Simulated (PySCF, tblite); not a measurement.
# 2,2,2-trifluoroethylamine (C2H4F3N): a rotation path, then NMR shifts and spin-spin couplings on frames

How do NMR shifts and spin-spin couplings of 2,2,2-trifluoroethylamine (C2H4F3N) (`NCC(F)(F)F`) change as the atoms move?

The runs use tblite 0.8.0 and PySCF 2.14.0, with density-fitted response routines of our own; the level of theory stands in each step. All values are computed, except where a source is named. Atoms count from 0, in the outputs and in this text.

### Step 1. The molecule as given

10 atoms, charge 0, multiplicity 1; geometry from: GFN2-xTB.

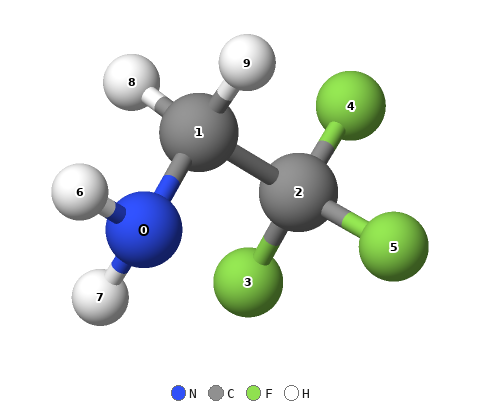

As it starts; nitrogen blue, carbon grey, fluorine green, hydrogen white, atoms numbered.

### Step 2. A band between two rotamers with GFN2-xTB

What the job is given:

```
{"job": {"kind": "neb", "xc": "GFN2-xTB", "basis": "xTB", "atoms": [0, 1, 2, 4], "turn": 120}, "charge": 0, "multiplicity": 1}
N     -1.394416    -0.021205     0.100858
C     -0.086674     0.592362     0.062650
C      0.976737    -0.498301     0.069522
F      0.861218    -1.313775    -0.990696
F      2.212552     0.025431     0.011277
F      0.935695    -1.269055     1.157132
H     -2.121871     0.681079     0.135830
H     -1.547535    -0.607416    -0.712213
H      0.118493     1.221431    -0.821434
H      0.054682     1.194104     0.964546
```

With the program's defaults for keys left out, this is: GFN2-xTB climbing-image nudged elastic band, gas phase.

Launch:

```bash
> OMP_NUM_THREADS=1 python probes_run.py task.json out
```

This one command runs all jobs of the session in turn.

Output:

```text
image   E - E0 / eV
  0       0.0000
  1       0.0110
  2       0.0401
  3       0.0719
  4       0.0887
  5       0.0806
  6       0.0511
  7       0.0170
  8       0.0001
```

Run time: 1.2 s. Hardware: 1 thread of Intel Xeon Platinum 8488C, shared host; peak memory 0.18 GiB.

The final band, with the dihedral N0–C1–C2–F4:

```csv
image,dihedral (°),energy (eV),energy (kcal/mol)
0,179,0.000,0.0
1,192,0.011,0.3
2,207,0.040,0.9
3,222,0.072,1.7
4,237,0.089,2.0
5,252,0.081,1.9
6,268,0.051,1.2
7,283,0.017,0.4
8,299,0.000,0.0
```

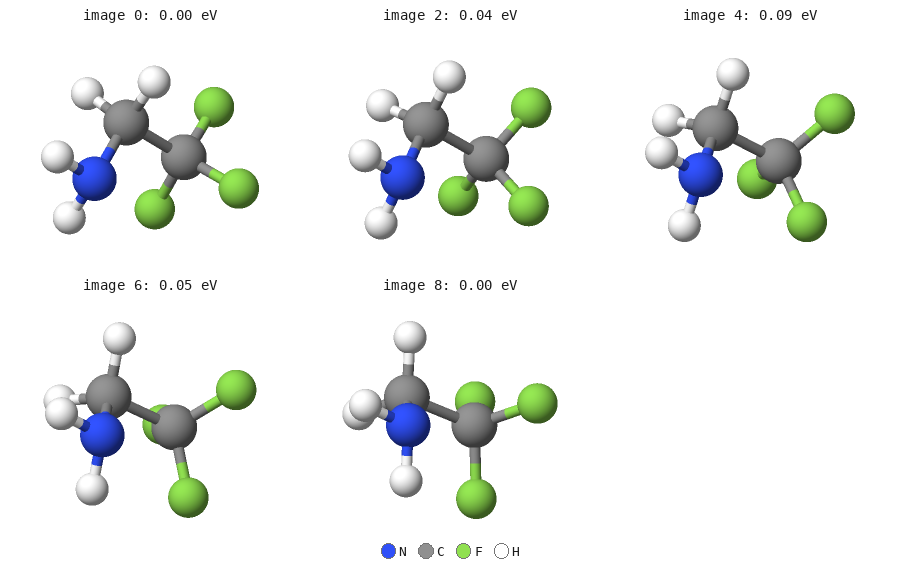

Images along the band.

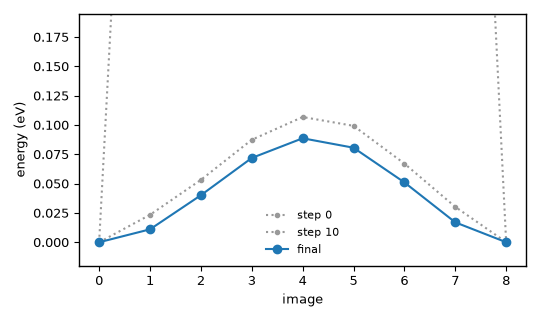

Energy along the band, early and final.

### Step 3. Nuclear shieldings: image 0, PBE0/pcSseg-1

What the job is given:

```
{"job": {"kind": "nmr", "xc": "PBE0", "basis": "pcSseg-1", "pop": false}, "charge": 0, "multiplicity": 1}
N     -1.394400    -0.021200     0.100900
C     -0.086700     0.592400     0.062600
C      0.976700    -0.498300     0.069500
F      0.861200    -1.313800    -0.990700
F      2.212600     0.025400     0.011300
F      0.935700    -1.269100     1.157100
H     -2.121900     0.681100     0.135800
H     -1.547500    -0.607400    -0.712200
H      0.118500     1.221400    -0.821400
H      0.054700     1.194100     0.964500
```

Level: GIAO PBE0/pcSseg-1 NMR shielding, non-relativistic, gas phase.

Output:

```text
coarse grid: 8976 points
cycle   1  E = -432.2540848902  dE =  8.601e-01  |g| = 8.834e-01  |ddm| = 2.632e+00
cycle   2  E = -432.1352222663  dE =  1.189e-01  |g| = 1.278e+00  |ddm| = 1.011e+00
cycle   3  E = -432.3855847346  dE = -2.504e-01  |g| = 5.335e-02  |ddm| = 5.975e-01
cycle   4  E = -432.3859572168  dE = -3.725e-04  |g| = 3.091e-02  |ddm| = 5.379e-02
cycle   5  E = -432.3861480498  dE = -1.908e-04  |g| = 5.788e-03  |ddm| = 2.300e-02
cycle   6  E = -432.3861542879  dE = -6.238e-06  |g| = 1.506e-03  |ddm| = 4.373e-03
final grid: 89712 points
cycle   7  E = -432.4375116658  dE = -3.742e-05  |g| = 8.180e-03  |ddm| = 1.857e-02
cycle   8  E = -432.4375025608  dE =  9.105e-06  |g| = 1.105e-02  |ddm| = 1.181e-02
cycle   9  E = -432.4375248789  dE = -2.232e-05  |g| = 5.351e-04  |ddm| = 6.379e-03
cycle  10  E = -432.4375249204  dE = -4.142e-08  |g| = 2.181e-04  |ddm| = 4.389e-04
cycle  11  E = -432.4375249274  dE = -7.029e-09  |g| = 5.239e-05  |ddm| = 1.298e-04
cycle  12  E = -432.4375249279  dE = -4.632e-10  |g| = 1.535e-05  |ddm| = 3.687e-05
converged SCF energy = -432.4375249279

GIAO shielding tensors (ppm)
atom      isotropic    diamagn.    paramagn.     s11        s22        s33       span
  0 N      245.412     313.736     -68.324    204.298    254.131    277.809     73.511
  1 C      136.251     246.386    -110.135    120.942    134.910    152.899     31.957
  2 C       52.274     239.836    -187.562     49.133     52.000     55.689      6.556
  3 F      267.615     473.920    -206.305    177.154    274.356    351.334    174.180
  4 F      257.984     471.922    -213.937    170.073    257.591    346.289    176.216
  5 F      262.181     472.590    -210.409    176.816    266.008    343.719    166.902
  6 H       31.056      29.855       1.201     23.392     27.621     42.155     18.762
  7 H       31.045      30.994       0.051     23.232     30.110     39.793     16.561
  8 H       28.047      29.249      -1.202     23.125     27.790     33.226     10.101
  9 H       28.342      28.691      -0.349     24.662     27.672     32.694      8.032
```

It took 8.8 s on 1 thread of Intel Xeon Platinum 8488C, shared host; peak memory 0.56 GiB.

Shifts follow as δ = σ(reference) − σ, with reference shieldings (ppm) from runs at the same level and on the same kind of geometry: ¹H TMS 31.72, ¹³C TMS 186.9, ¹⁹F CFCl3 170.9, ¹⁵N NH3 267.7. The references are single molecules in the gas phase, so shifts against H2O, NH3, PH3, H3PO4 or CFCl3 are not on the usual liquid scales and can be off by tens of ppm. Each atom is listed at this fixed geometry, with no averaging over motion; a spectrum would average atoms that exchange fast.

```csv
atoms,environment,σ (ppm),δ (ppm)
C2,CF3 carbon,52.3,134.7
C1,sp3 CH2 bonded to N,136.3,50.7
H8,hydrogen on an sp3 CH2 bonded to N,28.05,3.67
H9,hydrogen on an sp3 CH2 bonded to N,28.34,3.37
H7,hydrogen on an amine nitrogen,31.05,0.67
H6,hydrogen on an amine nitrogen,31.06,0.66
N0,amine nitrogen,245.4,22.3
F4,fluorine of a CF3 group,258.0,-87.0
F5,fluorine of a CF3 group,262.2,-91.2
F3,fluorine of a CF3 group,267.6,-96.7
```

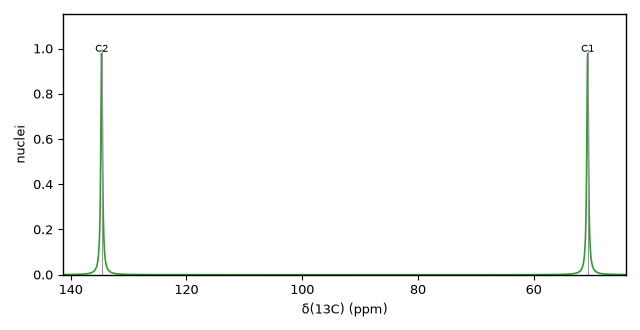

¹³C lines at the computed shifts, without couplings. Lines are broadened to a width of 0.34 ppm (Lorentzian).

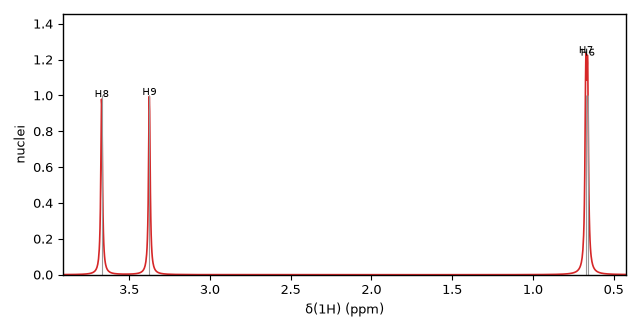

¹H lines at the computed shifts, without couplings. Lines are broadened to a width of 0.01 ppm (Lorentzian).

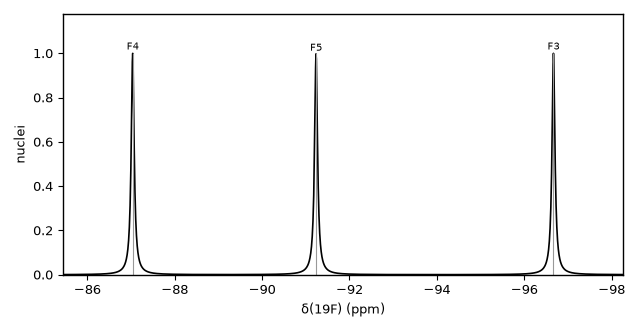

¹⁹F lines at the computed shifts, without couplings. Lines are broadened to a width of 0.08 ppm (Lorentzian).

The fields below are evaluated on a grid from the run's orbitals.

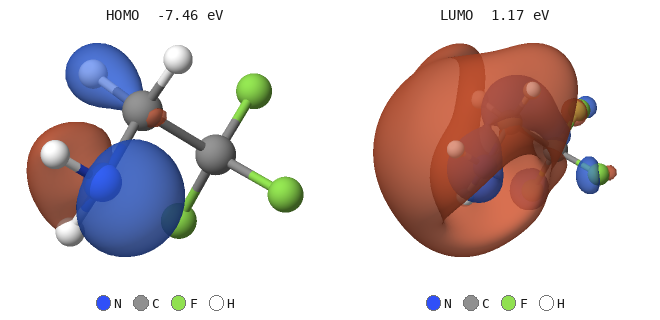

PBE0/pcSseg-1 orbitals near the gap, drawn at the value that encloses 70 % of each; the two colours are the two signs.

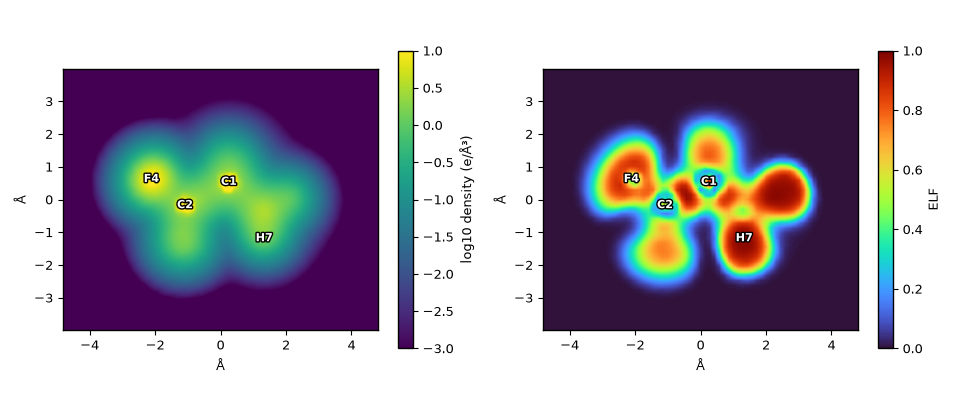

Density (left) and ELF (right) in a plane through or near 4 of the atoms.

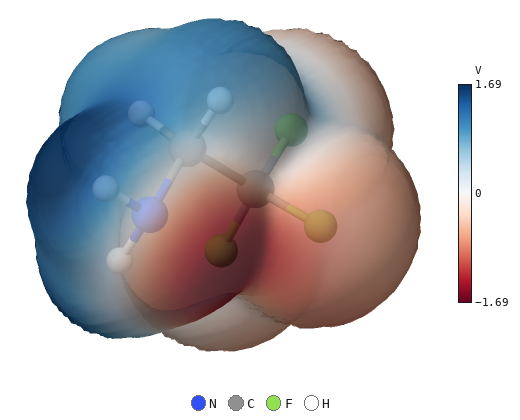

Electrostatic potential on the surface of density 0.002 e/bohr³; red is low, blue high. It runs from -1.53 V near N0 to 1.69 V near H6.

### Step 4. J couplings: image 0, B3LYP/pcJ-1

Same as in step 3 but for these lines:

```diff
@@ -1,2 +1,2 @@
-{"job": {"kind": "nmr", "xc": "PBE0", "basis": "pcSseg-1", "pop": false}, "charge": 0, "multiplicity": 1}
+{"job": {"kind": "j", "xc": "B3LYP", "basis": "pcJ-1"}, "charge": 0, "multiplicity": 1}
 N     -1.394400    -0.021200     0.100900
```

Level: B3LYP/pcJ-1 indirect spin-spin coupling, non-relativistic, gas phase.

Output:

```text
coarse grid: 8976 points
cycle   1  E = -432.7201142843  dE =  8.154e-01  |g| = 9.480e-01  |ddm| = 2.485e+00
cycle   2  E = -432.5430901765  dE =  1.770e-01  |g| = 1.473e+00  |ddm| = 1.122e+00
cycle   3  E = -432.8652105817  dE = -3.221e-01  |g| = 6.275e-02  |ddm| = 6.753e-01
cycle   4  E = -432.8656386853  dE = -4.281e-04  |g| = 4.284e-02  |ddm| = 6.721e-02
cycle   5  E = -432.8660033378  dE = -3.647e-04  |g| = 7.026e-03  |ddm| = 2.973e-02
cycle   6  E = -432.8660117007  dE = -8.363e-06  |g| = 2.195e-03  |ddm| = 5.196e-03
final grid: 89712 points
cycle   7  E = -432.9164482283  dE = -1.536e-04  |g| = 8.584e-03  |ddm| = 1.573e-02
cycle   8  E = -432.9164354286  dE =  1.280e-05  |g| = 1.231e-02  |ddm| = 1.137e-02
cycle   9  E = -432.9164600484  dE = -2.462e-05  |g| = 3.651e-04  |ddm| = 6.608e-03
cycle  10  E = -432.9164600536  dE = -5.202e-09  |g| = 3.010e-04  |ddm| = 3.508e-04
cycle  11  E = -432.9164600696  dE = -1.603e-08  |g| = 4.588e-05  |ddm| = 1.735e-04
cycle  12  E = -432.9164600699  dE = -2.877e-10  |g| = 1.379e-05  |ddm| = 2.986e-05
converged SCF energy = -432.9164600699

Indirect spin-spin couplings (Hz)
  i      j    bonds     total        FC       PSO       DSO        SD
  0 N    1 C    1     -5.476    -4.718     0.033    -0.090    -0.702
  0 N    2 C    2     -2.727    -2.842     0.128    -0.041     0.028
  0 N    3 F    3      0.686     0.266     0.393    -0.019     0.047
  0 N    4 F    3     -2.326    -2.550     0.279     0.151    -0.206
  0 N    5 F    3     -0.555    -1.013     0.499    -0.027    -0.015
  0 N    6 H    1    -71.858   -68.563    -2.792    -0.267    -0.235
  0 N    7 H    1    -69.284   -66.156    -2.633    -0.301    -0.194
  0 N    8 H    2     -0.142    -0.084    -0.217     0.120     0.038
  0 N    9 H    2     -2.348    -2.234    -0.195     0.061     0.020
  1 C    2 C    1     67.128    68.202    -1.492     0.417         -
  1 C    3 F    2     29.807    31.315    -2.783     0.042     1.234
  1 C    4 F    2     38.655    42.527    -4.360     0.056     0.432
  1 C    5 F    2     27.844    29.420    -2.956     0.023     1.356
  1 C    6 H    2     -1.082    -1.130     0.377    -0.329         -
  1 C    7 H    2     -2.621    -2.687     0.347    -0.281         -
  1 C    8 H    1    140.323   138.954     0.272     1.097         -
  1 C    9 H    1    145.663   144.352     0.222     1.089         -
  2 C    3 F    1   -342.837  -319.466   -34.277     1.417     9.489
  2 C    4 F    1   -337.967  -315.387   -33.829     1.393     9.857
  2 C    5 F    1   -355.549  -326.518   -38.789     1.413     8.346
  2 C    6 H    3     14.577    14.530     0.435    -0.388         -
  2 C    7 H    3      1.346     1.380    -0.300     0.266         -
  2 C    8 H    2     -3.421    -3.443    -0.375     0.398         -
  2 C    9 H    2     -7.190    -7.227    -0.342     0.379         -
  3 F    4 F    2     83.391    51.998   -19.978    -0.369    51.741
  3 F    5 F    2     53.054    47.239   -41.734    -0.360    47.909
  3 F    6 H    4     -0.671    -0.505     1.623    -1.682    -0.106
  3 F    7 H    4     -0.242     0.024    -1.491     1.544    -0.320
  3 F    8 H    3      1.006     0.363     0.997     0.008    -0.363
  3 F    9 H    3     22.677    23.205     1.587    -2.151     0.036
  4 F    5 F    2     65.728    44.800   -28.669    -0.416    50.014
  4 F    6 H    4      5.060     4.918     1.668    -1.687     0.161
  4 F    7 H    4     -1.373    -0.758     0.953    -1.505    -0.063
  4 F    8 H    3     -0.226     0.065     0.058     0.299    -0.648
  4 F    9 H    3     -0.653    -0.535     0.338     0.043    -0.499
  5 F    6 H    4     -0.742    -0.480     1.499    -1.591    -0.170
  5 F    8 H    3     21.585    22.120     1.585    -2.132     0.013
  5 F    9 H    3      1.692     1.270     0.682     0.114    -0.373
  6 H    7 H    2     -8.400    -9.061     5.094    -4.433         -
  6 H    8 H    3      1.849     2.003     0.754    -0.908         -
  6 H    9 H    3      3.264     3.361     0.478    -0.575         -
  7 H    8 H    3      2.418     2.551     0.522    -0.655         -
  7 H    9 H    3     17.348    17.411     3.466    -3.528         -
  8 H    9 H    2    -11.797   -11.971     1.957    -1.783         -
```

Run time: 22 s. Hardware: 1 thread of Intel Xeon Platinum 8488C, shared host; peak memory 0.82 GiB.

A choice of the couplings up to four bonds, sorted by the number of bonds; isotopes 13C, 19F, 1H, 15N:

```csv
pair,bonds,J (Hz),Fermi contact (Hz),dihedral (°)
C2–F5,1,-355.5,-326.5,–
C2–F3,1,-342.8,-319.5,–
C2–F4,1,-338.0,-315.4,–
C1–H9,1,145.7,144.4,–
C1–H8,1,140.3,139.0,–
N0–H6,1,-71.9,-68.6,–
N0–H7,1,-69.3,-66.2,–
C1–C2,1,67.1,68.2,–
N0–C1,1,-5.5,-4.7,–
F3–F4,2,83.4,52.0,–
F4–F5,2,65.7,44.8,–
F3–F5,2,53.1,47.2,–
C1–F4,2,38.7,42.5,–
C1–F3,2,29.8,31.3,–
C1–F5,2,27.8,29.4,–
H8–H9,2,-11.8,-12.0,–
H6–H7,2,-8.4,-9.1,–
C2–H9,2,-7.2,-7.2,–
F3–H9,3,22.7,23.2,178
F5–H8,3,21.6,22.1,174
H7–H9,3,17.3,17.4,-178
C2–H6,3,14.6,14.5,178
H6–H9,3,3.3,3.4,60
H7–H8,3,2.4,2.6,58
N0–F4,3,-2.3,-2.5,179
H6–H8,3,1.8,2.0,-63
F5–H9,3,1.7,1.3,58
F4–H6,4,5.1,4.9,–
F4–H7,4,-1.4,-0.8,–
```

The spin-dipole term was solved for some atoms only; pairs without it lack that part.

Quadrupole couplings from the field gradients of the same density:

```csv
atom,isotope,eQq/h (MHz),η
N0,14N,-5.914,0.18
```

### Step 5. NMR shieldings: image 2, PBE0/pcSseg-1

What the job is given:

```
{"job": {"kind": "nmr", "xc": "PBE0", "basis": "pcSseg-1", "pop": false}, "charge": 0, "multiplicity": 1}
N     -1.376800     0.010800     0.232600
C     -0.082700     0.598700    -0.025600
C      0.984600    -0.494500     0.049100
F      1.152700    -1.106700    -1.136500
F      2.184600     0.000400     0.391100
F      0.699400    -1.452600     0.930600
H     -2.103400     0.714800     0.256500
H     -1.613300    -0.685900    -0.463300
H      0.025600     1.086700    -1.010900
H      0.138200     1.333000     0.753900
```

With the program's defaults for keys left out, this is: GIAO PBE0/pcSseg-1 NMR shielding, non-relativistic, gas phase.

Output:

```text
coarse grid: 8976 points
cycle   1  E = -432.2491402484  dE =  8.585e-01  |g| = 8.893e-01  |ddm| = 2.634e+00
cycle   2  E = -432.1262848107  dE =  1.229e-01  |g| = 1.293e+00  |ddm| = 1.035e+00
cycle   3  E = -432.3826076256  dE = -2.563e-01  |g| = 5.338e-02  |ddm| = 6.117e-01
cycle   4  E = -432.3829813017  dE = -3.737e-04  |g| = 3.111e-02  |ddm| = 5.417e-02
cycle   5  E = -432.3831748622  dE = -1.936e-04  |g| = 5.831e-03  |ddm| = 2.316e-02
cycle   6  E = -432.3831811561  dE = -6.294e-06  |g| = 1.511e-03  |ddm| = 4.445e-03
final grid: 89712 points
cycle   7  E = -432.4339017478  dE = -3.470e-05  |g| = 7.905e-03  |ddm| = 1.763e-02
cycle   8  E = -432.4338933085  dE =  8.439e-06  |g| = 1.065e-02  |ddm| = 1.145e-02
cycle   9  E = -432.4339143177  dE = -2.101e-05  |g| = 5.703e-04  |ddm| = 6.222e-03
cycle  10  E = -432.4339143649  dE = -4.721e-08  |g| = 2.048e-04  |ddm| = 4.539e-04
cycle  11  E = -432.4339143707  dE = -5.859e-09  |g| = 5.825e-05  |ddm| = 1.245e-04
cycle  12  E = -432.4339143713  dE = -5.706e-10  |g| = 1.487e-05  |ddm| = 3.938e-05
converged SCF energy = -432.4339143713

GIAO shielding tensors (ppm)
atom      isotropic    diamagn.    paramagn.     s11        s22        s33       span
  0 N      244.614     313.448     -68.835    205.426    250.929    277.486     72.059
  1 C      135.222     246.450    -111.227    121.046    131.874    152.747     31.701
  2 C       51.861     239.629    -187.768     49.928     51.048     54.607      4.679
  3 F      254.212     473.618    -219.406    170.220    244.627    347.790    177.570
  4 F      253.236     471.768    -218.532    169.356    245.959    344.393    175.037
  5 F      262.314     472.791    -210.477    177.508    277.859    331.574    154.066
  6 H       31.026      29.816       1.210     23.448     27.481     42.149     18.700
  7 H       31.275      30.963       0.312     23.730     29.944     40.150     16.420
  8 H       27.883      29.082      -1.199     23.484     27.440     32.725      9.241
  9 H       28.317      28.796      -0.479     24.212     28.041     32.698      8.486
```

It took 6.3 s on 1 thread of Intel Xeon Platinum 8488C, shared host; peak memory 0.58 GiB.

In short: δ C2 135.1, C1 51.7, N0 23.1, F4 -82.3, H8 3.83, H9 3.40 ppm.

[end of part 1 of 3]
